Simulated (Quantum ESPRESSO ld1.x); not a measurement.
Atomic calculation for Rh²⁺

- system: Rh²⁺, configuration typed as [Kr] 4d7.
- method: radial all-electron Kohn-Sham run of Quantum ESPRESSO ld1.x with rel=1, dft='B3LPY' as typed

**The input**
```
 &input
    zed=45.0,
    iswitch=1,
    rel=1,
    dft='B3LPY',
    config='[Kr] 4d7',
    prefix='ld1',
    max_out_wfc=37,
    file_charge='ld1.rho',
 /
```

Run as:
```bash
OMP_NUM_THREADS=1 ld1.x < ld1.in > ld1.out
```

**The program's output**
```
     Program LD1 v.7.5 starts

     --------------------------- All-electron run ----------------------------

     scalar relativistic calculation

     atomic number is 45.00
     dft =B3LPY   lsd =0 sic =0 latt =0  beta=0.20 tr2=1.0E-14
     Exchange-correlation= B3LPY
                           (   7  12   9   7   0   0   0)
     EXX-fraction              =        0.20
     mesh =2053 r(mesh) = 100.41760 a.u. xmin = -8.00 dx = 0.00800
     1 Ry =  13.60569312 eV, c = 137.03599908

     n l     nl                  e(Ry)          e(Ha)          e(eV)
     1 0     1S 1( 2.00)     -1695.2131      -847.6065    -23064.5487
     2 0     2S 1( 2.00)      -247.1099      -123.5550     -3362.1015
     2 1     2P 1( 6.00)      -221.6466      -110.8233     -3015.6561
     3 0     3S 1( 2.00)       -45.4216       -22.7108      -617.9923
     3 1     3P 1( 6.00)       -37.0527       -18.5264      -504.1281
     4 0     4S 1( 2.00)        -7.6061        -3.8030      -103.4861
     4 1     4P 1( 6.00)        -5.2362        -2.6181       -71.2422
     3 2     3D 1(10.00)       -23.6647       -11.8324      -321.9750
     4 2     4D 1( 7.00)        -1.8932        -0.9466       -25.7579

     final scf error:  4.2E-15 reached in  28 iterations

     Etot =   -9568.059821 Ry,   -4784.029910 Ha, -130180.085704 eV

     Ekin =    9909.445388 Ry,    4954.722694 Ha,  134824.872970 eV
     Encl =  -23027.002219 Ry,  -11513.501110 Ha, -313298.325741 eV
     Eh   =    3827.104861 Ry,    1913.552430 Ha,   52070.414283 eV
     Exc  =    -277.607850 Ry,    -138.803925 Ha,   -3777.047217 eV

     normalization and overlap integrals

     s(1S/1S) =  1.000000  <r> =   0.0326  <r2> =    0.0014  r(max) =   0.0212
     s(1S/2S) = -0.010495
     s(1S/3S) = -0.004300
     s(1S/4S) = -0.001828
     s(2S/2S) =  1.000000  <r> =   0.1419  <r2> =    0.0237  r(max) =   0.1202
     s(2S/3S) = -0.002612
     s(2S/4S) = -0.001073
     s(2P/2P) =  1.000000  <r> =   0.1237  <r2> =    0.0187  r(max) =   0.0961
     s(2P/3P) = -0.002135
     s(2P/4P) = -0.000805
     s(3S/3S) =  1.000000  <r> =   0.3908  <r2> =    0.1748  r(max) =   0.3511
     s(3S/4S) = -0.000700
     s(3P/3P) =  1.000000  <r> =   0.3906  <r2> =    0.1773  r(max) =   0.3455
     s(3P/4P) = -0.000577
     s(4S/4S) =  1.000000  <r> =   0.9766  <r2> =    1.0807  r(max) =   0.8810
     s(4P/4P) =  1.000000  <r> =   1.0739  <r2> =    1.3210  r(max) =   0.9393
     s(3D/3D) =  1.000000  <r> =   0.3704  <r2> =    0.1640  r(max) =   0.2921
     s(3D/4D) = -0.000340
     s(4D/4D) =  1.000000  <r> =   1.4500  <r2> =    2.5197  r(max) =   1.1290

     ------------------------ End of All-electron run ------------------------
```

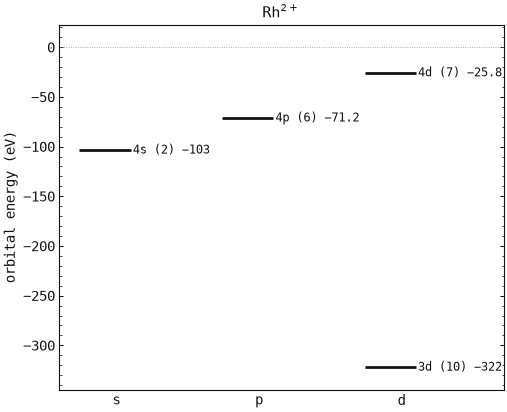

Fig. 1: The outer levels are drawn (occupations in brackets). They are the filled levels of this odd run. The highest occupied level is 4d at −25.8 eV. From the top down the occupied levels run 4d (−25.8 eV), 4p (−71.2 eV), 4s (−103.5 eV), 3d (−322.0 eV).

**Outcome**

```tsv
quantity	value
outcome	converged
total energy	−4784.0299 hartree
kinetic energy	4954.7227 hartree
electron–nucleus energy	−11513.5011 hartree
Hartree energy	1913.5524 hartree
exchange–correlation energy	−138.803925 hartree
SCF iterations	28
hardware	1 CPU thread, shared host
wall time	0.74 s
```

**What is odd here**

This input holds a deliberate oddity: unknown functional. The program ran to the end, but it read the misspelt name as B3LYP, and ld1.x computes no exact exchange, so the result is not that of the hybrid.
